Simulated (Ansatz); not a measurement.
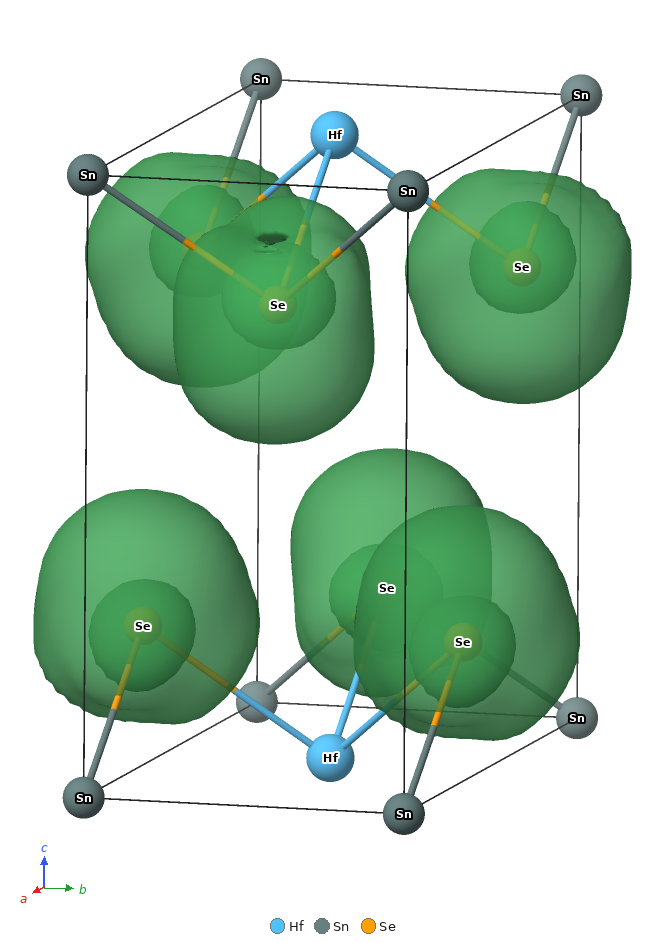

HfSnSe₄. Isosurface of the ELF at 0.7 (green), seen slightly off an axis. Only the valence region is drawn (cores and ρ < 0.01 e/Å³ removed). Sticks mark near contacts.

Space group P2/m; a structure generated by program, which may or may not match a known phase; computed pressure about −2 GPa in this cell.

All numbers below come from Ansatz 0.2.0, DFT PBEsol, scalar-relativistic, plane waves, PAW.

Core electrons are frozen (PAW), and the valence fields are smoothed inside the atomic spheres.

The calculation's input:

```
crystal:
  lattice:
    - [6.7498096, 0.0, 0.0]
    - [0.0, 3.7814498, 0.0]
    - [-0.1650483, 0.0, 7.1129297]
  atoms:
    - { symbol: Hf, position: [0.5, 0.5, 0.0] }
    - { symbol: Sn, position: [0.0, 0.0, 0.0] }
    - { symbol: Se, position: [0.337402, 0.0, 0.776026] }
    - { symbol: Se, position: [0.822669, 0.5, 0.777167] }
    - { symbol: Se, position: [0.177331, 0.5, 0.222833] }
    - { symbol: Se, position: [0.662598, 0.0, 0.223974] }
basis:
  ecutwfc: 420
kpoints:
  mp_grid: { grid: [6, 10, 6] }
  band_path:
    path:
      - [0.0, 0.0, 0.0]
      - [0.0, 0.5, 0.0]
      - [0.0, 0.5, 0.5]
      - [0.0, 0.0, 0.5]
      - [0.0, 0.0, 0.0]
      - [-0.5, 0.0, 0.5]
      - [-0.5, 0.5, 0.5]
      - [0.0, 0.5, 0.0]
      - [-0.5, 0.5, 0.0]
      - [-0.5, 0.0, 0.0]
      - [0.0, 0.0, 0.0]
    npoints: 14
hamiltonian:
  xc: pbesol
scf:
  occupations: { method: gaussian, width: 0.1 }
  n_extra_bands: 15
output:
  forces: true
  stress: true
  eigenvalues: true
  populations: true
  dos: { projected: true, de: 0.02, nscf_kmesh: { grid: [8, 12, 8] } }
  bader: true
  write_density: true
  write_potential: true
  elf: true
  volumetric_format: npy
```

Launched as:

```sh
ansatz run input.yaml --threads 4 --pin off --max-ram 8192MiB --backend cpu --events-out ev --progress --plain --runs-dir out
```

Below, planes, directions and counts refer to the conventional cell (a = 6.75 Å, b = 3.78 Å, c = 7.11 Å, α = 90.00°, β = 91.33°, γ = 90.00°).

Q: Where are the electrons localised?

A: The ELF exceeds this value in four regions wrapped around Se (the valence shell of each), counted in one cell of 6 atoms. Any copies at cell faces, edges or corners count once. Along the contacts the grid gives the following. Hf–Se (2.69 Å): the ELF is about 0.50 at the midpoint. Sn–Se (2.73 Å): the ELF is about 0.55 at the midpoint.
